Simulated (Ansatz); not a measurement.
Process, species as SMILES: F[B]F → B atom + 2 F atom
B3LYP-D3(BJ)/def2-TZVP geometries, fixed; electronic energies without zero-point terms.
Largest species:
```
B
F 1 1.3102
F 1 1.3102 2 121.32
```
Charge 0, spin multiplicity 2.

Basis-set convergence of the atomisation energy at B2PLYP with Ansatz (a program for electronic structure). Cartesian d functions, on some or all atoms, in 6-31G**; all else is spherical. Cores are frozen. Open shells are unrestricted. No added dispersion term, no relativity. Functions are those of the species that has most. Reference: the value in aug-pcseg-3, 299.31 kcal/mol, itself unsure by roughly 0.63 kcal/mol (its mean distance from aug-cc-pVQZ, cc-pV5Z, def2-QZVPPD). Deviations are taken from unrounded values.

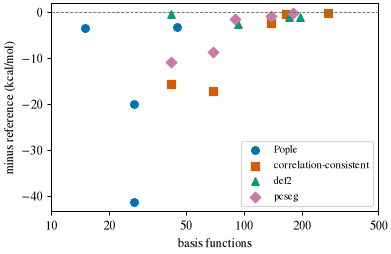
*Deviation from the reference against the number of basis functions, by family of sets.*

```json
[
 {"basis": "STO-3G", "functions": "15", "atomisation energy (kcal/mol)": "295.89", "minus reference (kcal/mol)": "-3.41"},
 {"basis": "3-21G", "functions": "27", "atomisation energy (kcal/mol)": "279.28", "minus reference (kcal/mol)": "-20.03"},
 {"basis": "6-31G", "functions": "27", "atomisation energy (kcal/mol)": "257.95", "minus reference (kcal/mol)": "-41.36"},
 {"basis": "cc-pVDZ", "functions": "42", "atomisation energy (kcal/mol)": "283.63", "minus reference (kcal/mol)": "-15.68"},
 {"basis": "def2-SVP", "functions": "42", "atomisation energy (kcal/mol)": "298.89", "minus reference (kcal/mol)": "-0.42"},
 {"basis": "pcseg-1", "functions": "42", "atomisation energy (kcal/mol)": "288.45", "minus reference (kcal/mol)": "-10.86"},
 {"basis": "6-31G**", "functions": "45", "atomisation energy (kcal/mol)": "296.01", "minus reference (kcal/mol)": "-3.29"},
 {"basis": "aug-cc-pVDZ", "functions": "69", "atomisation energy (kcal/mol)": "282.15", "minus reference (kcal/mol)": "-17.16"},
 {"basis": "aug-pcseg-1", "functions": "69", "atomisation energy (kcal/mol)": "290.62", "minus reference (kcal/mol)": "-8.69"},
 {"basis": "pcseg-2", "functions": "90", "atomisation energy (kcal/mol)": "297.86", "minus reference (kcal/mol)": "-1.45"},
 {"basis": "def2-TZVPP", "functions": "93", "atomisation energy (kcal/mol)": "296.76", "minus reference (kcal/mol)": "-2.55"},
 {"basis": "aug-cc-pVTZ", "functions": "138", "atomisation energy (kcal/mol)": "296.83", "minus reference (kcal/mol)": "-2.47"},
 {"basis": "aug-pcseg-2", "functions": "138", "atomisation energy (kcal/mol)": "298.45", "minus reference (kcal/mol)": "-0.85"},
 {"basis": "cc-pVQZ", "functions": "165", "atomisation energy (kcal/mol)": "298.99", "minus reference (kcal/mol)": "-0.31"},
 {"basis": "def2-QZVPP", "functions": "171", "atomisation energy (kcal/mol)": "298.33", "minus reference (kcal/mol)": "-0.98"},
 {"basis": "pcseg-3", "functions": "180", "atomisation energy (kcal/mol)": "299.17", "minus reference (kcal/mol)": "-0.14"},
 {"basis": "def2-QZVPPD", "functions": "195", "atomisation energy (kcal/mol)": "298.28", "minus reference (kcal/mol)": "-1.02"},
 {"basis": "cc-pV5Z", "functions": "273", "atomisation energy (kcal/mol)": "299.01", "minus reference (kcal/mol)": "-0.30"}
]
```
